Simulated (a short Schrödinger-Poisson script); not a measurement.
Stack: symmetric double-gate stack, Si3N4 on p-type Si(110), at 77 K.

```tsv
layer	material	thickness (nm)	Na (cm⁻³)
1	Si3N4	4.9	-
2	Si	3	9e15
3	Si3N4	4.9	-
```

The device is made up for the run: typed textbook-type constants, with dimensions and the other settings drawn at random. Si3N4: permittivity 7.5, conduction-band edge (eV) 1.95, gap (eV) 5.1, electron mass (mₑ) 0.5. Si: permittivity 11.7, conduction-band edge (eV) 0, gap (eV) 1.124, Nv at 300 K (cm⁻³) 3.1e19.

Channel valleys (confinement mass, in-plane density-of-states mass, number): Δ4 0.315, 0.324, 4; Δ2 0.19, 0.417, 2. At the gates, both at one voltage, the conduction-band edge of layer 1 lies 2.15 eV − eVg above the Fermi level of the channel. Gaps are held at their typed values at every temperature. Mesh 0.03 nm at interfaces.

Solved with a short Schrödinger-Poisson script written for these runs: 1D Poisson equation in equilibrium, electrons quantum, Hartree (BenDaniel-Duke, 12 states a valley, the channel's in-plane mass for all, wave functions ending at the dielectric), parabolic valleys, classical holes, full ionisation, no traps, pinning or gate leakage.

Only gate voltages with over 1e8 electrons/cm² are shown.

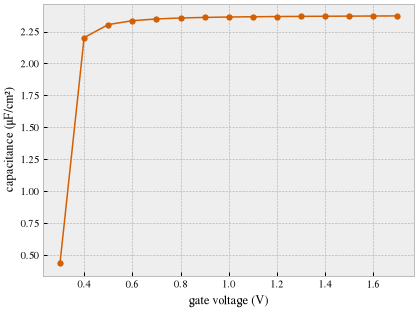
*Quasi-static capacitance against gate voltage*

```tsv
Vg (V)	electrons (cm⁻²)	C (μF/cm²)	Δ4 E0 (meV)	Δ4 E1 (meV)	Δ2 E0 (meV)	Δ2 E1 (meV)
0.3	2.08e10	0.437	34.2	431.8	121.4	780.7
0.5	2.53e12	2.30	-0.2	393.8	87.1	742.7
0.7	5.45e12	2.35	-8.4	381.4	78.9	730.3
0.9	8.39e12	2.36	-14.8	370.7	72.5	719.7
1.1	1.13e13	2.37	-20.7	360.7	66.7	709.7
1.3	1.43e13	2.37	-26.3	350.9	61.1	700.0
1.5	1.73e13	2.37	-31.8	341.3	55.7	-
1.7	2.02e13	2.37	-37.3	331.7	50.3	-
```

Subbands count from the Fermi level; a dash marks a level above the dielectric's band edge. The capacitance is that of both gates.
